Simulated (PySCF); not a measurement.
C4H7F3OSi2 (SMILES O=C/C(=C\C(F)(F)F)[SiH2][SiH3])

```yaml
atoms:
  - { symbol: O, position_ang: [-0.9793, -0.4841, 1.7344] }
  - { symbol: C, position_ang: [0.1340, -0.6274, 1.2853] }
  - { symbol: C, position_ang: [0.4498, -0.3892, -0.1167] }
  - { symbol: C, position_ang: [1.5478, 0.2371, -0.5313] }
  - { symbol: C, position_ang: [2.5655, 0.8118, 0.4066] }
  - { symbol: F, position_ang: [2.0228, 1.6207, 1.3365] }
  - { symbol: F, position_ang: [3.2343, -0.1381, 1.0930] }
  - { symbol: F, position_ang: [3.4927, 1.5344, -0.2347] }
  - { symbol: Si, position_ang: [-1.0310, -0.8505, -1.2272] }
  - { symbol: Si, position_ang: [-2.8099, 0.2435, -0.2034] }
  - { symbol: H, position_ang: [0.9522, -1.0149, 1.9178] }
  - { symbol: H, position_ang: [1.7566, 0.4069, -1.5757] }
  - { symbol: H, position_ang: [-0.5868, -0.4922, -2.5797] }
  - { symbol: H, position_ang: [-1.0572, -2.3186, -1.1831] }
  - { symbol: H, position_ang: [-2.4034, 1.5039, 0.4151] }
  - { symbol: H, position_ang: [-3.5324, -0.6119, 0.7314] }
  - { symbol: H, position_ang: [-3.7627, 0.5808, -1.2781] }
```

Geometry: GFN2-xTB.

The calculation used PBE0/pcSseg-1, SCF density, gas phase, non-relativistic in PySCF 2.14.0.

Q: What will maps of the electron density and electron localisation function show?

A: C–C (1.33 Å): ρ at the midpoint is about 2.3 e/Å³; the ELF peaks at about 0.90 between the atoms; a multiple bond.
C–F (1.34 Å): ρ is about 2.4 e/Å³ halfway; the ELF peaks at about 0.85 between the atoms (a polar covalent bond).
C–H (1.08 Å): ρ at the midpoint is about 2.1 e/Å³; the ELF climbs to about 1 towards the hydrogen, as it does in any bond to H: a covalent bond by its length.

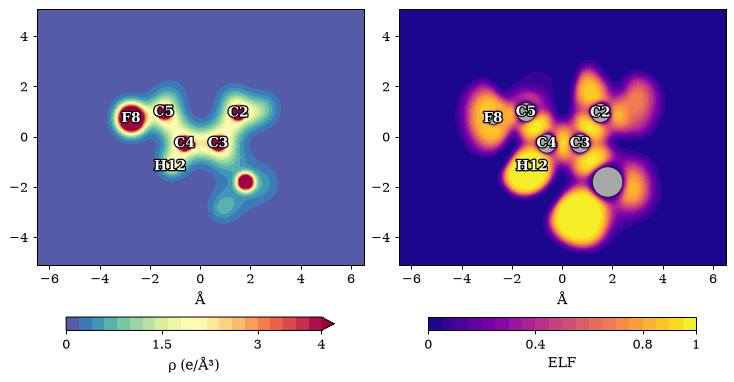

Computed electron density and electron localisation function on the plane of atoms C5, C4 and H12, in this order. Grey discs cover the atomic cores in the ELF map. 
